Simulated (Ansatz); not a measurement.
# Static equation of state of random rock-salt (Li, K, Na)F solid solution (64 atoms)

The cell holds 64 atoms: 11 K, 32 F, 11 Na and 10 Li. Its edges and angles: a = 10.117 Å, b = 9.719 Å, c = 10.143 Å, α = 90.5°, β = 89.1°, γ = 89.7°. It derives from LiF and NaF and KF. The starting structure: Rock-salt lattice (a = 4.669 Å, the mean of the end members), 2 x 2 x 2 cells, metal sites filled at random with 10 Li, 11 K, 11 Na; not relaxed, displaced by a Gaussian of 0.02 Å.

Calculated with Ansatz 0.2.0: Kohn-Sham DFT, PBE, PAW (set soft_2), plane waves; cutoff 420 eV, Γ point, fixed occupations. Cell and atoms were relaxed first, to V0 = 15.581 Å³ an atom at a residual P0 = -0.004 GPa. The cell was then scaled evenly, and the atoms were relaxed at each volume.

| volume (Å³/atom) | pressure (GPa) |
| --- | --- |
| 14.023 | ? |
| 14.646 | 1.597 |
| 15.113 | 0.8818 |
| 16.048 | -0.7309 |
| 16.515 | -0.8608 |

Task: Fit the third-order Birch–Murnaghan equation to the rows given and extrapolate to the withheld row.

Worked fit:

Take the Eulerian strain f = ½[(V0/V)^(2/3) − 1] and the normalised pressure F = (P − P0) / [3f(1 + 2f)^(5/2)]. The third-order Birch–Murnaghan equation is then the line F = B0 + (3/2)B0(B′ − 4) f, so u = f and v = F.

```
      u = f  v = F (GPa)
  0.0210565      22.8695
  0.0102569      27.3670
-0.00975674      26.0824
 -0.0190507      16.5174
```

With n = 4: mean u = 6.2647e-4, mean v = 23.2091, Σ(u − ū)² = 0.0010051, Σ(u − ū)(v − v̄) = 0.13495. Slope b = 0.13495 / 0.0010051 = 134.26; intercept a = v̄ − b ū = 23.125.

So B0 = a = 23.1 GPa and B′ = 4 + 2b/(3a) = 7.87. At the withheld volume f = 0.03638, F = a + b f = 28.01 GPa, and P = P0 + 3f(1 + 2f)^(5/2) F.

Prediction at 14.023: 3.640 GPa. The run gave 2.830 GPa, so the fit is high by 0.81 GPa (29 % of the value).

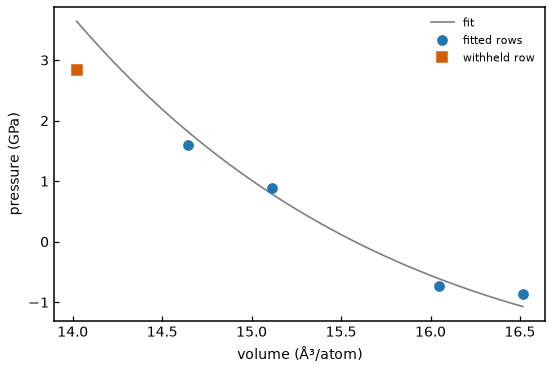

The fit, the rows that it rests on and the withheld row.

B′ = 7.9 lies outside the range of 3 to 6 that is common for dense crystals. The series isn't one smooth equation of state: even a line fitted to all rows, the withheld one included, misses F by up to 31.2 %, the count of bonds changes along the series and an atom moves over 0.5 Å in some relaxation. B0 and B′ are then only the numbers of this fit, not moduli of the material. Among the rows given, the largest miss of the fit is at 14.646, by 0.22 GPa (5.8 % of the range of the table).

Limits: Static cells at zero temperature; the cell shape is held. The program notes that the SCF threshold of these relaxations is loose for the stress. Only the Γ point is sampled, in a cell whose shortest periodic width is 10 Å.

[Logs are printed without paths, hosts, clocks, repeated set-up lines and the standing remarks that a program may print on its own settings, such as how far it seeks lower states.]

[Hosts, paths, dates, database ids (printed as entryN), source tags and the programs' standing remarks are cut or masked in the printed files.]
